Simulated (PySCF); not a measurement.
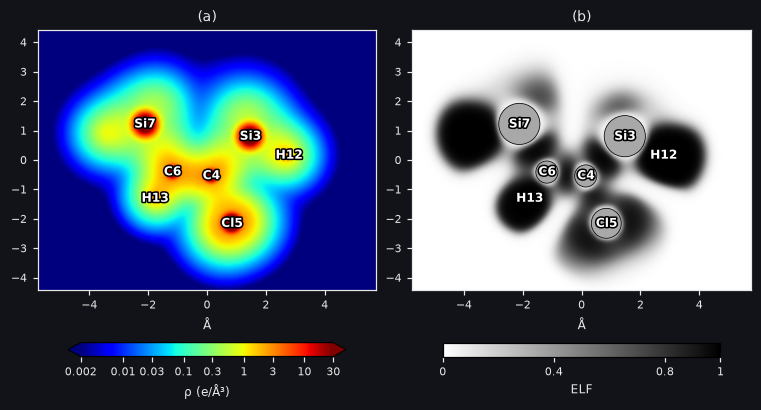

Figure 1: C₃H₉ClSSi₂. (a) total electron density; (b) ELF on the plane of atoms Si7, C6 and H13. Grey discs cover the atomic cores in the ELF map.

Geometry: GFN2-xTB.

The calculation used PBE0/pcSseg-1, SCF density, gas phase, non-relativistic (PySCF 2.14.0).

```xyz
16

C    -2.2113   -0.6926   -0.4318
S    -1.3367   -1.6049    0.8827
Si   -0.4688    0.0316    1.9651
C     0.2570    1.2513    0.7107
Cl   -0.5715    2.7999    0.7422
C     1.2414    1.0634   -0.1578
Si    2.2291   -0.5303   -0.3665
H    -1.4880   -0.1680   -1.0486
H    -2.7443   -1.4279   -1.0245
H    -2.9134    0.0063    0.0107
H     0.5477   -0.5867    2.7992
H    -1.5185    0.7250    2.7044
H     1.5055    1.8820   -0.8185
H     1.4209   -1.5192   -1.0797
H     2.6415   -1.0396    0.9413
H     3.4017   -0.1813   -1.1725
```

What do the fields say about this system?

Answer. Atoms in the plane: Si, C, Cl and H.
C–C (1.33 Å): ρ is about 2.3 e/Å³ halfway; the ELF peaks at about 0.90 between the atoms; a short, multiple covalent bond.
C–Cl (1.76 Å): ρ at the midpoint is about 1.4 e/Å³; the ELF peaks at about 0.90 between the atoms: localised, covalent bonding.
C–Si (1.89 Å): ρ at the midpoint is about 0.92 e/Å³; the ELF peaks at about 0.95 between the atoms (a covalent bond).
C–H (1.08 Å): the density is about 2 e/Å³ at the midpoint; the ELF climbs to about 1 towards the hydrogen, as it does in any bond to H; an ordinary covalent bond to hydrogen.
Si–H (1.46 Å): ρ is about 0.83 e/Å³ halfway; the ELF climbs to about 1 towards the hydrogen.
The ELF also peaks beside Cl5, away from the bonds: lone-pair regions.
